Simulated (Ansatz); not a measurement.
CsCl (CsCl type)

```cif
data_ClCs
_chemical_formula_sum 'Cs1 Cl1'
_space_group_name_H-M_alt 'Pm-3m'
_space_group_IT_number 221
_space_group_name_Hall '-P 4 2 3'
_cell_length_a 4.20527
_cell_length_b 4.20527
_cell_length_c 4.20527
_cell_angle_alpha 90.000
_cell_angle_beta 90.000
_cell_angle_gamma 90.000
loop_
_atom_site_label
_atom_site_type_symbol
_atom_site_symmetry_multiplicity
_atom_site_Wyckoff_symbol
_atom_site_fract_x
_atom_site_fract_y
_atom_site_fract_z
_atom_site_occupancy
Cs1 Cs 1 a 0.00000 0.00000 0.00000 1
Cl1 Cl 1 b 0.50000 0.50000 0.50000 1
```

This relaxed cell (volume V₀) is scaled evenly in all directions, its shape held. Symmetry pins the atoms to their sites.

The numbers are results of PBE (plane waves to 420 eV, PAW, scalar-relativistic; Ansatz, a first-principles code), not measurements. k mesh 8×8×8 (Γ-centred), Fermi-Dirac smearing 0.05 eV. E stands for the smeared free energy. CsCl was relaxed with its symmetry unable to fall. The zero of ΔE is the relaxed starting cell.

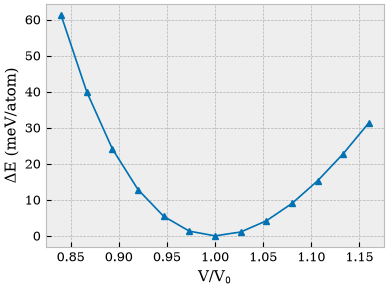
Fig. 1. ΔE (meV/atom) against V/V₀; computed points joined by lines.

Q: What is ΔE at V/V₀ = 1.160?

A: About 31 meV/atom.

Q: What is ΔE at V/V₀ = 0.840?

A: About 61 meV/atom.

Q: What bulk modulus B₀ follows from a third-order Birch-Murnaghan fit?

A: About 14 GPa.

(Under strain, the slope of the energy per volume gives the stress and its curvature an elastic modulus.)
